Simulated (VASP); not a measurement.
# CSeO with LDA: from relaxation to properties

Aim: relax CSeO, then compute properties on the relaxed cell. The steps: rough relaxation of the start cell, relaxing cell and atoms (LDA), second relaxation, single point with fields (LDA), band structure (LDA), total and projected DOS (LDA), dielectric tensor and Born charges (LDA), independent-particle dielectric function (LDA) and bands along the symmetry lines (r2SCAN). The cell is invented: it takes the structure of a Materials Project entry for CSO (space group 8 there), with some of its atoms replaced by other elements, volume scaled by an estimate. It may not be a known or stable phase. The atoms of the start are displaced at random from the sites of a Cm cell.

Calculated with VASP 6.6.1; LDA; plane waves and PAW (Se, O, C), in the first sound run; inputs show where later runs differ.

## Step 1: The structure

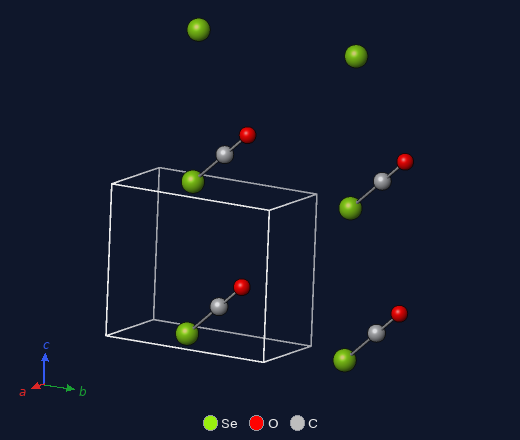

The starting structure, seen slightly off an axis (selenium green, oxygen red, carbon light grey). 1×2×2 cells are drawn. Bonds to atoms that aren't drawn are left out. Some periodic images of atoms are drawn too.

Coordinates:

```xyz
3
Lattice="2.6430 -3.6869 0.0000 2.6430 3.6869 0.0000 -0.9461 0.0000 4.2090" Properties=species:S:1:pos:R:3 pbc="T T T"
Se    0.6907   -0.0115    4.1829
O     3.7159   -0.0018    1.8214
C     2.8346    0.0054    1.0443
```

## Step 2: Rough relaxation of the start cell

The start is only an estimate, so a cheap relaxation brings it near a minimum before any careful run. LDA, the lowest rung, knows the local density alone.

INCAR

```
SYSTEM = CSeO
PREC = Normal
ENCUT = 520
EDIFF = 1E-05
NELM = 60
ISMEAR = -1
SIGMA = 0.05
LREAL = .FALSE.
ALGO = Fast
GGA = CA
NBANDS = 14
LORBIT = 11
LWAVE = .FALSE.
LCHARG = .FALSE.
IBRION = 2
NSW = 40
ISIF = 3
EDIFFG = -0.04
```

POSCAR

```
CSeO
1.0
    2.6430030000     -3.6868500000      0.0000000000
    2.6430030000      3.6868500000      0.0000000000
   -0.9461280000      0.0000000000      4.2089650000
Se O C
1 1 1
Direct
    0.3101060000      0.3069990000      0.9937990000
    0.7806660000      0.7801910000      0.4327330000
    0.5799280000      0.5813910000      0.2481160000
```

KPOINTS

```
Automatic mesh
0
Gamma
4 4 4
0 0 0
```

Potentials, in the order of the species: Se, O and C (LDA family, release 64).

Command:

```sh
> mpirun -np 1 vasp_std
```

The program printed:

```text
[banner, memory and clock lines left out]
running    1 mpi-ranks, on    1 nodes
[...]
LDA part: xc-table for (Slater(with rela. corr.)+CA(PZ))
 , standard interpolation
 POSCAR, INCAR and KPOINTS ok, starting setup
[...]
entering main loop
       N       E                     dE             d eps       ncg     rms          rms(c)
DAV:   1     0.878668371974E+02    0.87867E+02   -0.68801E+03  1008   0.939E+02
DAV:   2    -0.134329339865E+02   -0.10130E+03   -0.94761E+02  1424   0.200E+02
DAV:   3    -0.214854775713E+02   -0.80525E+01   -0.79901E+01  1158   0.630E+01
DAV:   4    -0.215770677968E+02   -0.91590E-01   -0.91546E-01  1224   0.812E+00
[...]
RMM:  11    -0.200560125277E+02    0.14754E-03   -0.71573E-04  1008   0.227E-01    0.492E-02
RMM:  12    -0.200560320507E+02   -0.19523E-04   -0.18985E-04  1008   0.106E-01    0.187E-02
RMM:  13    -0.200560334256E+02   -0.13750E-05   -0.51437E-05   935   0.549E-02
   1 F= -.20056033E+02 E0= -.20056033E+02  d E =-.200560E+02
[... from here on, the cycles between the ionic steps are left out ...]
   2 F= -.17467838E+02 E0= -.17467835E+02  d E =0.258820E+01
   4 F= -.20176948E+02 E0= -.20176948E+02  d E =-.120914E+00
   7 F= -.19378466E+02 E0= -.19378466E+02  d E =0.850222E+00
  10 F= -.20245594E+02 E0= -.20245594E+02  d E =-.169059E-01
  13 F= -.20255717E+02 E0= -.20255717E+02  d E =-.881562E-03
  16 F= -.20272519E+02 E0= -.20272519E+02  d E =-.176837E-01
  19 F= -.20301229E+02 E0= -.20301229E+02  d E =-.463543E-02
  22 F= -.20314310E+02 E0= -.20314310E+02  d E =-.177157E-01
  25 F= -.20342343E+02 E0= -.20342343E+02  d E =-.124121E-01
  28 F= -.20346442E+02 E0= -.20346442E+02  d E =-.137430E-02
  31 F= -.20352311E+02 E0= -.20352311E+02  d E =-.486061E-02
  34 F= -.20355649E+02 E0= -.20355649E+02  d E =-.178671E-02
  37 F= -.20357008E+02 E0= -.20357008E+02  d E =-.669134E-03
  39 F= -.20359383E+02 E0= -.20359383E+02  d E =-.237595E-02
  40 F= -.20362035E+02 E0= -.20362035E+02  d E =-.502787E-02
[...]
opt :   2.6485  next Energy=   -20.363654 (dE=-0.665E-02)
```

Wall time 3.4 min (1 MPI rank of Intel Xeon Platinum 8488C (Sapphire Rapids), shared host); peak memory 0.17 GiB.

The logs omit lines about the potential files and the build; timing stands in the text.

OUTCAR, selected parts (step 2):

```text
 k-point     1 :       0.0000    0.0000    0.0000
  band No.  band energies     occupation
    ...
      4      -5.7219      2.00000
      5      -5.6839      2.00000
      6      -4.9540      2.00000
      7      -0.9521      2.00000
      8      -0.8938      2.00000
      9       2.9068      0.00000
     10       2.9793      0.00000
     11       3.8802      0.00000
     12       7.1105      0.00000
     13      10.3930      0.00000
    ...

  Total        0.2653359     -0.3269268      0.1101753      0.0022877     -0.0014050      0.2289112
  in kB        6.7845172     -8.3593694      2.8171307      0.0584963     -0.0359255      5.8531543
  external PRESSURE =       0.4140928 kB  Pullay stress =       0.0000000 kB

 POSITION                                       TOTAL-FORCE (eV/Angst)
 -----------------------------------------------------------------------------------
      0.63838     -0.01489      3.75869        -0.139364      0.067192     -0.130839
      3.63186     -0.00713      1.79164         0.100101      0.075358      0.130132
      2.74696      0.01123      1.03076         0.039264     -0.142549      0.000707
 -----------------------------------------------------------------------------------
    total drift:                                0.001373     -0.001215      0.001688

  FREE ENERGIE OF THE ION-ELECTRON SYSTEM (eV)
  ---------------------------------------------------
  free  energy   TOTEN  =       -20.3620353722 eV

  energy  without entropy=      -20.3620353722  energy(sigma->0) =      -20.36203537

[... 19 further parts left out ...]
[key lines of the parts left out:]
E-fermi :   0.4603
```

The relaxation used up its NSW steps before forces and stress met EDIFFG.

The next step goes on from the cell that it reached.

## Step 3: Relaxing cell and atoms (LDA)

Properties are meant for the cell that this level of theory prefers, so cell and atoms are relaxed first (ISIF = 3) until forces and stress are small; EDIFFG sets the threshold.

INCAR

```
SYSTEM = CSeO
PREC = Accurate
ENCUT = 520
EDIFF = 1E-06
NELM = 100
ISMEAR = -1
SIGMA = 0.05
LREAL = .FALSE.
ALGO = Normal
GGA = CA
NBANDS = 14
LORBIT = 11
LWAVE = .FALSE.
LCHARG = .FALSE.
IBRION = 2
NSW = 60
ISIF = 3
EDIFFG = -0.01
```

POSCAR

```
CSeO
1.0
    2.5215401045     -3.2192290857      0.0422973638
    2.5199137964      3.2180528474      0.0398839986
   -0.8361298532     -0.0012008223      3.8478999926
Se O C
1 1 1
Direct
    0.2896921146      0.2855319423      0.9706720297
    0.7956847419      0.7939271926      0.4486395006
    0.5853231435      0.5891218651      0.2553364696
```

KPOINTS

```
Automatic mesh
0
Gamma
7 7 7
0 0 0
```

Command:

```sh
> mpirun -np 1 vasp_std
```

The program printed:

```text
[... set-up lines as in an earlier step ...]
 entering main loop
       N       E                     dE             d eps       ncg     rms          rms(c)
DAV:   1     0.734579372149E+02    0.73458E+02   -0.71929E+03  4816   0.969E+02
DAV:   2    -0.158214456812E+02   -0.89279E+02   -0.83605E+02  6380   0.201E+02
DAV:   3    -0.214891183483E+02   -0.56677E+01   -0.56314E+01  5800   0.552E+01
DAV:   4    -0.215409765959E+02   -0.51858E-01   -0.51844E-01  5884   0.632E+00
DAV:   5    -0.215416732705E+02   -0.69667E-03   -0.69666E-03  5854   0.697E-01    0.101E+01
DAV:   6    -0.205458860633E+02    0.99579E+00   -0.27805E+00  5044   0.179E+01    0.511E+00
DAV:   7    -0.203865222134E+02    0.15936E+00   -0.32673E-01  5356   0.633E+00    0.327E+00
DAV:   8    -0.203518926018E+02    0.34630E-01   -0.14034E-01  5662   0.266E+00    0.616E-01
DAV:   9    -0.203482437765E+02    0.36488E-02   -0.46169E-03  5824   0.757E-01    0.221E-01
DAV:  10    -0.203479704043E+02    0.27337E-03   -0.27522E-03  5398   0.348E-01    0.716E-02
DAV:  11    -0.203479289658E+02    0.41438E-04   -0.15690E-04  5866   0.129E-01    0.207E-02
DAV:  12    -0.203479324799E+02   -0.35140E-05   -0.29613E-05  5296   0.419E-02    0.861E-03
DAV:  13    -0.203479334356E+02   -0.95578E-06   -0.34538E-06  5938   0.130E-02
   1 F= -.20347933E+02 E0= -.20347933E+02  d E =-.203479E+02
 curvature:   0.00 expect dE= 0.000E+00 dE for cont linesearch  0.000E+00
 trial: gam= 0.00000 g(F)=  0.541E-02 g(S)=  0.584E-02 ort = 0.000E+00 (trialstep = 0.100E+01)
 search vector abs. value=  0.112E-01
 bond charge predicted
       N       E                     dE             d eps       ncg     rms          rms(c)
DAV:   1    -0.203425016496E+02    0.54308E-02   -0.11704E+00  4822   0.925E+00    0.902E-01
DAV:   2    -0.203328413992E+02    0.96603E-02   -0.34008E-02  6256   0.169E+00    0.363E-01
DAV:   3    -0.203304706407E+02    0.23708E-02   -0.40658E-03  5404   0.489E-01    0.193E-01
DAV:   4    -0.203297573545E+02    0.71329E-03   -0.12545E-03  6310   0.273E-01    0.624E-02
DAV:   5    -0.203297175792E+02    0.39775E-04   -0.61663E-05  5578   0.738E-02    0.242E-02
DAV:   6    -0.203297135227E+02    0.40565E-05   -0.20346E-05  5878   0.324E-02    0.634E-03
DAV:   7    -0.203297134697E+02    0.53013E-07   -0.11412E-06  3518   0.102E-02
   2 F= -.20329713E+02 E0= -.20329713E+02  d E =0.182200E-01
[... from here on, the cycles between the ionic steps are left out ...]
   3 F= -.20348968E+02 E0= -.20348968E+02  d E =-.103502E-02
   4 F= -.20347181E+02 E0= -.20347181E+02  d E =0.178732E-02
   5 F= -.20349954E+02 E0= -.20349954E+02  d E =-.985340E-03
   6 F= -.20352177E+02 E0= -.20352177E+02  d E =-.222336E-02
   7 F= -.20354771E+02 E0= -.20354771E+02  d E =-.481742E-02
   8 F= -.20355601E+02 E0= -.20355601E+02  d E =-.830078E-03
   9 F= -.20356146E+02 E0= -.20356146E+02  d E =-.137510E-02
  10 F= -.20356298E+02 E0= -.20356298E+02  d E =-.151788E-03
  11 F= -.20356728E+02 E0= -.20356728E+02  d E =-.581304E-03
  12 F= -.20357471E+02 E0= -.20357471E+02  d E =-.132516E-02
  13 F= -.20358486E+02 E0= -.20358486E+02  d E =-.233951E-02
  14 F= -.20358526E+02 E0= -.20358526E+02  d E =-.237982E-02
  15 F= -.20358848E+02 E0= -.20358848E+02  d E =-.270172E-02
  16 F= -.20359368E+02 E0= -.20359368E+02  d E =-.520242E-03
  17 F= -.20360065E+02 E0= -.20360065E+02  d E =-.121725E-02
  18 F= -.20360225E+02 E0= -.20360225E+02  d E =-.159261E-03
  19 F= -.20360645E+02 E0= -.20360645E+02  d E =-.580007E-03
  20 F= -.20361231E+02 E0= -.20361231E+02  d E =-.116587E-02
  21 F= -.20361389E+02 E0= -.20361389E+02  d E =-.132325E-02
  22 F= -.20361488E+02 E0= -.20361488E+02  d E =-.142251E-02
  23 F= -.20361579E+02 E0= -.20361579E+02  d E =-.908411E-04
  24 F= -.20361625E+02 E0= -.20361625E+02  d E =-.137000E-03
  25 F= -.20361752E+02 E0= -.20361752E+02  d E =-.127191E-03
  26 F= -.20361773E+02 E0= -.20361773E+02  d E =-.147850E-03
  27 F= -.20361812E+02 E0= -.20361812E+02  d E =-.391053E-04
  28 F= -.20361922E+02 E0= -.20361922E+02  d E =-.149400E-03
  29 F= -.20362111E+02 E0= -.20362111E+02  d E =-.338422E-03
  30 F= -.20362371E+02 E0= -.20362371E+02  d E =-.597868E-03
  31 F= -.20362391E+02 E0= -.20362391E+02  d E =-.618585E-03
  32 F= -.20362459E+02 E0= -.20362459E+02  d E =-.686272E-03
  33 F= -.20362514E+02 E0= -.20362514E+02  d E =-.547107E-04
  34 F= -.20362552E+02 E0= -.20362552E+02  d E =-.930252E-04
  35 F= -.20362597E+02 E0= -.20362597E+02  d E =-.445883E-04
  36 F= -.20362702E+02 E0= -.20362702E+02  d E =-.149730E-03
  37 F= -.20362784E+02 E0= -.20362784E+02  d E =-.231927E-03
  38 F= -.20362819E+02 E0= -.20362819E+02  d E =-.350577E-04
  39 F= -.20362826E+02 E0= -.20362826E+02  d E =-.421574E-04
  40 F= -.20362869E+02 E0= -.20362869E+02  d E =-.433958E-04
  41 F= -.20362900E+02 E0= -.20362900E+02  d E =-.736728E-04
  42 F= -.20362921E+02 E0= -.20362921E+02  d E =-.217768E-04
  43 F= -.20362922E+02 E0= -.20362922E+02  d E =-.224950E-04
  44 F= -.20362950E+02 E0= -.20362950E+02  d E =-.275951E-04
  45 F= -.20362953E+02 E0= -.20362953E+02  d E =-.310436E-04
  46 F= -.20362976E+02 E0= -.20362976E+02  d E =-.226109E-04
  47 F= -.20362984E+02 E0= -.20362984E+02  d E =-.310033E-04
  48 F= -.20363004E+02 E0= -.20363004E+02  d E =-.202535E-04
  49 F= -.20363012E+02 E0= -.20363012E+02  d E =-.275664E-04
  50 F= -.20363037E+02 E0= -.20363037E+02  d E =-.252395E-04
  51 F= -.20363056E+02 E0= -.20363056E+02  d E =-.438500E-04
  52 F= -.20363072E+02 E0= -.20363072E+02  d E =-.165697E-04
  53 F= -.20363086E+02 E0= -.20363086E+02  d E =-.302750E-04
  54 F= -.20363097E+02 E0= -.20363097E+02  d E =-.113550E-04
  55 F= -.20363113E+02 E0= -.20363113E+02  d E =-.272653E-04
  56 F= -.20363125E+02 E0= -.20363125E+02  d E =-.117442E-04
  57 F= -.20363127E+02 E0= -.20363127E+02  d E =-.140817E-04
  58 F= -.20363136E+02 E0= -.20363136E+02  d E =-.883947E-05
  59 F= -.20363140E+02 E0= -.20363140E+02  d E =-.128690E-04
 curvature:  -1.22 expect dE=-0.206E-04 dE for cont linesearch -0.482E-09
 trial: gam=-0.00044 g(F)=  0.155E-04 g(S)=  0.138E-05 ort = 0.634E-06 (trialstep = 0.139E+00)
 search vector abs. value=  0.169E-04
 bond charge predicted
       N       E                     dE             d eps       ncg     rms          rms(c)
DAV:   1    -0.203631422970E+02   -0.13468E-05   -0.28319E-05  4816   0.436E-02    0.259E-03
DAV:   2    -0.203631422810E+02    0.15939E-07   -0.46643E-07  2648   0.627E-03
  60 F= -.20363142E+02 E0= -.20363142E+02  d E =-.213265E-05
 ZBRENT: can't locate minimum, use default step
 trial-energy change:   -0.000002  1 .order   -0.000002   -0.000002   -0.000002
 step:   0.5541(harm=  0.8609)  dis= 0.00027  next Energy=   -20.363147 (dE=-0.726E-05)
 reached required accuracy - stopping structural energy minimisation
```

Elapsed: 29 min, on 1 MPI rank; peak memory 0.31 GiB.

Parts of OUTCAR (step 3):

```text
  LATTYP: Found a triclinic cell.
 ALAT       =     3.9376958905
 B/A-ratio  =     1.5261077255
 C/A-ratio  =     1.4617411801
 COS(alpha) =     0.0239551428
 COS(beta)  =     0.5120842644
 COS(gamma) =     0.7373187214

The static configuration has the point symmetry C_1 .

 Found    172 irreducible k-points:

   k-points           NKPTS =    172   k-points in BZ     NKDIM =    172   number of bands    NBANDS=     14

   dimension x,y,z NGX =    30 NGY =   30 NGZ =   30
   dimension x,y,z NGXF=    60 NGYF=   60 NGZF=   60

   ENCUT  =  520.0 eV  38.22 Ry    6.18 a.u.   7.60  7.60  7.32*2*pi/ulx,y,z

   NELECT =      16.0000    total number of electrons

 E-fermi :   0.8727

 k-point     1 :       0.0000    0.0000    0.0000
  band No.  band energies     occupation
    ...
      4      -5.2896      2.00000
      5      -5.2879      2.00000
      6      -4.5385      2.00000
      7      -0.5203      2.00000
      8      -0.5155      2.00000
      9       3.2010      0.00000
     10       3.2213      0.00000
     11       4.3506      0.00000
     12       7.6697      0.00000
     13      10.9728      0.00000
    ...

 k-point     2 :       0.1429    0.0000    0.0000
  band No.  band energies     occupation
    ...
      4      -5.3906      2.00000
      5      -5.2915      2.00000
      6      -4.7144      2.00000
      7      -0.7785      2.00000
      8      -0.4688      2.00000
      9       3.2626      0.00000
     10       3.4363      0.00000
     11       4.8837      0.00000
     12       7.6551      0.00000
     13      10.5311      0.00000
    ...

  Total        0.0050587      0.0052025     -0.0011178     -0.0000214      0.0005984      0.0078798
  in kB        0.1371721      0.1410721     -0.0303103     -0.0005812      0.0162266      0.2136708
  external PRESSURE =       0.0826446 kB  Pullay stress =       0.0000000 kB

  energy-cutoff  :      520.00
  volume of cell :       59.09
      direct lattice vectors                 reciprocal lattice vectors
     2.576921079 -2.978426856  0.006534600     0.193926426 -0.167863181  0.045710256
     2.577041980  2.978757735  0.005845673     0.193904867  0.167865883  0.045712796
    -0.906763993 -0.000087330  3.846638723    -0.000624113  0.000030060  0.259820106

 POSITION                                       TOTAL-FORCE (eV/Angst)
 -----------------------------------------------------------------------------------
      0.63406     -0.00172      3.69021         0.003541     -0.003551      0.007573
      3.65723     -0.00148      1.78107        -0.001778     -0.004167     -0.006974
      2.79546     -0.00270      0.99116        -0.001764      0.007718     -0.000599
 -----------------------------------------------------------------------------------
    total drift:                               -0.000286     -0.000128      0.000067

  FREE ENERGIE OF THE ION-ELECTRON SYSTEM (eV)
  ---------------------------------------------------
  free  energy   TOTEN  =       -20.3631422810 eV

  energy  without entropy=      -20.3631422810  energy(sigma->0) =      -20.36314228

 reached required accuracy - stopping structural energy minimisation

 total charge
# of ion       s       p       d       tot
------------------------------------------
    1        1.491   2.344   0.084   3.919
    2        1.594   3.529   0.000   5.124
    3        0.912   1.652   0.000   2.564
--------------------------------------------------
tot          3.997   7.526   0.084  11.607

[... 1 part as in an earlier step ...]

[... 7 further parts left out ...]
```

CONTCAR:

```
CSeO
   1.00000000000000
     2.5769210786011243   -2.9784268558550049    0.0065346003785645
     2.5770419802104891    2.9787577349459964    0.0058456731586569
    -0.9067639932717092   -0.0000873298373534    3.8466387225861607
  Se              O               C
     1     1     1
Direct
     0.2919301244898808    0.2913478562464819    0.9583943581113266
     0.7908960952061589    0.7903251738770793    0.4604760848517844
     0.5878737803039569    0.5869079698764349    0.2557775569368919
```

The gap is read on the k-mesh alone, so it is an upper bound where the band edges lie off the mesh.

(Continued in part 2 of 5.)

[Lines on the potential files, build, host, timing and source positions are cut from VASP's logs without a mark.]

[Logs are printed without paths, hosts, clocks, repeated set-up lines and the standing remarks that a program may print on its own settings, such as how far it seeks lower states.]

[Hosts, paths, dates, database ids (printed as entryN), source tags and the programs' standing remarks are cut or masked in the printed files.]

[A measured line is paired with the nearest computed mode of its activity, which favours agreement.]

[In band tables of VASP the shares of atoms and orbitals are scaled to a sum of 1 inside the atoms' spheres.]
